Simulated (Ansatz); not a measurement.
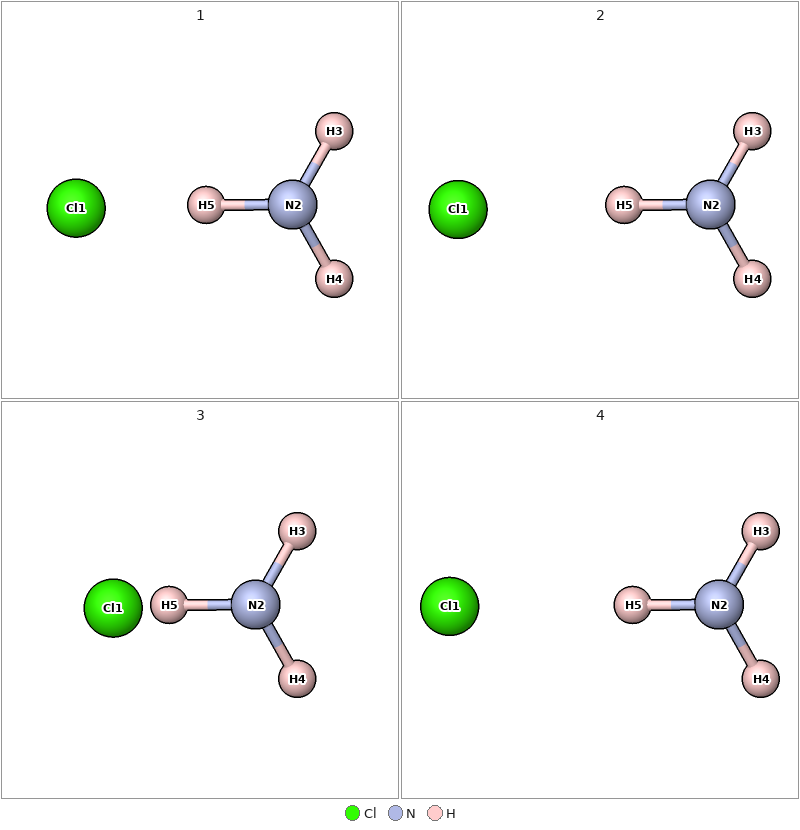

The pair Cl···H₃N, charge −1. Coordinates scanned: (1) separation of H5 and Cl1 along their line in the relaxed pair; (2) sideways slip of Cl1. Nothing is relaxed (both partners rigid). The scan uses a 15 × 15 grid. Points are written as (first, second). All energies are given in kcal/mol relative to the lowest grid point. Computed with RKS BHLYP-D4/def2-TZVPD (Ansatz).

The numbered pictures are structures from this grid.

### Rank them by energy, lowest first.

4, at (2.462 Å, 0.00 Å): 0.0 kcal/mol; 3, at (2.313 Å, −2.14 Å): 2.3 kcal/mol; 1, at (2.997 Å, −1.71 Å): 3.1 kcal/mol; 2, at (4.107 Å, −2.57 Å): 5.7 kcal/mol.

The map, with the structures marked:

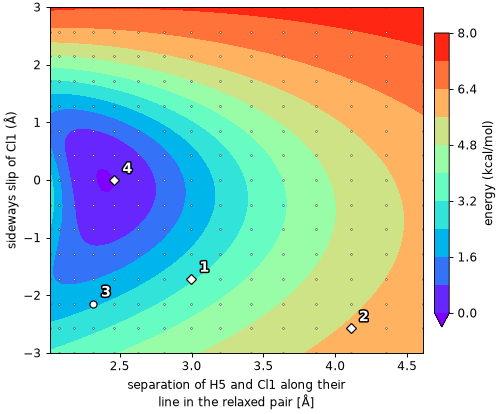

In the figure: filled contours, dots at the grid points. Between grid points the surface is interpolated.
